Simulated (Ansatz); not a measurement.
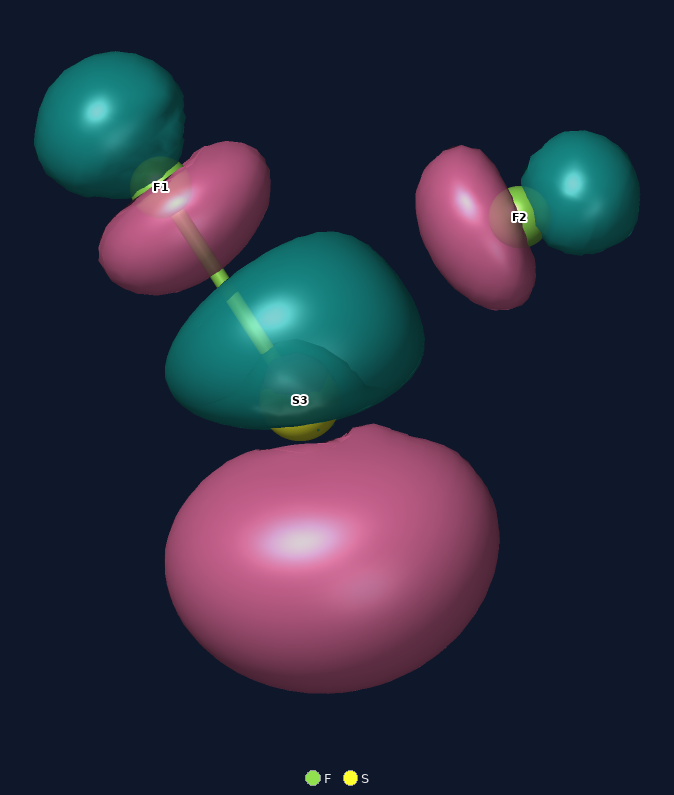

*F₂S (triplet). One frontier orbital at ±0.15 Å⁻³ᐟ² (teal and pink are the two phases), seen across its widest extent.*

Geometry: B3LYP-D3(BJ)/6-311G**.

Theory: isolated molecule in a Gaussian basis; Kohn-Sham density functional theory, functional PBE0 (Ansatz).

```xyz
3

F     0.7548   -0.9146   -0.1906
F     0.5458    1.3466    0.2877
S     1.3849    0.3525   -1.0196
```

Q: Which orbital is it: HOMO (α) or LUMO (α)?

A: The LUMO (α), at −2.48 eV. Its weight (Hirshfeld) is mainly on S3 (about 70 %), F1 (about 20 %) and F2 (about 10 %); it is symmetric in the molecular plane (an in-plane orbital: σ, lone-pair or in-plane π type).
